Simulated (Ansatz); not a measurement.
How methods differ on BNH3 (SMILES B[NH])

The species is BNH3 (5 atoms), meant as a doublet with charge 0. As SMILES, `B[NH]`. Geometry: optimised at PBE0/def2-SVP.

```
atom    x (Å)    y (Å)    z (Å)
   B  -0.3059  -0.3794  -0.0671
   N   0.5485   0.6360   0.0462
   H  -0.4565  -1.1597   0.8612
   H  -0.9460  -0.5433  -1.0927
   H   1.2098   1.3728   0.2109
```

Quantity: the dissociation energy of the N2–B1 bond into singlet NH and doublet BH2 (shapes relaxed at PBE0/def2-SVP, no zero-point term), in eV. The values are calculated.

```json
{"level": "U-r2SCAN/def2-TZVPP", "kind": "meta-GGA", "program": "Ansatz", "value (eV)": "8.12", "less CCSD(T)/def2-TZVPP": "+0.96", "CPU time (all runs)": "2.4 s"}
{"level": "UB3LYP/def2-TZVPP", "kind": "global hybrid", "program": "Ansatz", "value (eV)": "7.68", "less CCSD(T)/def2-TZVPP": "+0.52", "CPU time (all runs)": "1.5 s"}
{"level": "UPBE0-D4/def2-TZVPP", "kind": "global hybrid", "program": "Ansatz", "value (eV)": "7.95", "less CCSD(T)/def2-TZVPP": "+0.79", "CPU time (all runs)": "1.4 s"}
{"level": "U-wB97M-V/def2-TZVPP", "kind": "range-separated hybrid", "program": "Ansatz", "value (eV)": "7.62", "less CCSD(T)/def2-TZVPP": "+0.46", "CPU time (all runs)": "4 s"}
{"level": "UCAM-B3LYP/def2-TZVPP", "kind": "range-separated hybrid", "program": "Ansatz", "value (eV)": "7.76", "less CCSD(T)/def2-TZVPP": "+0.60", "CPU time (all runs)": "1.7 s"}
{"level": "UB2PLYP/def2-TZVPP", "kind": "double hybrid", "program": "Ansatz", "value (eV)": "7.63", "less CCSD(T)/def2-TZVPP": "+0.47", "CPU time (all runs)": "1.9 s"}
{"level": "UMP2/def2-TZVPP", "kind": "perturbation theory", "program": "Ansatz", "value (eV)": "7.61", "less CCSD(T)/def2-TZVPP": "+0.45", "CPU time (all runs)": "0.92 s"}
{"level": "UCCSD(T)/def2-TZVPP", "kind": "coupled cluster or CI", "program": "Ansatz", "value (eV)": "7.16", "less CCSD(T)/def2-TZVPP": "0.00", "CPU time (all runs)": "6.4 s"}
```

Differences are taken from UCCSD(T)/def2-TZVPP for orientation; it has basis-set and higher-order errors of its own. The values span 7.16 to 8.12 eV. A fragment with an even electron count was run as a singlet and may have a lower triplet. Measured bond enthalpies also hold zero-point and thermal terms, a few tenths of an eV less. CPU times are rough (shared hosts, several kinds of processor): they show what a rung costs within a factor of a few.

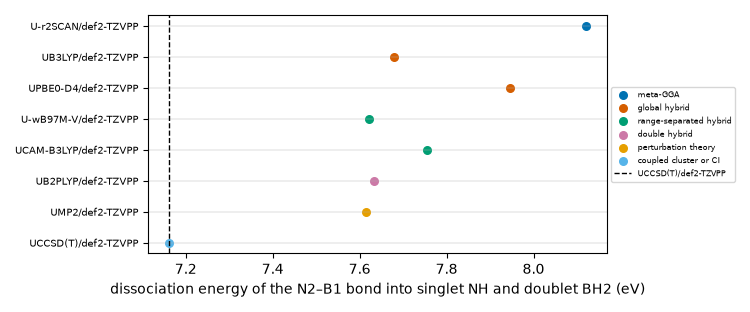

The values of the table, level by level.
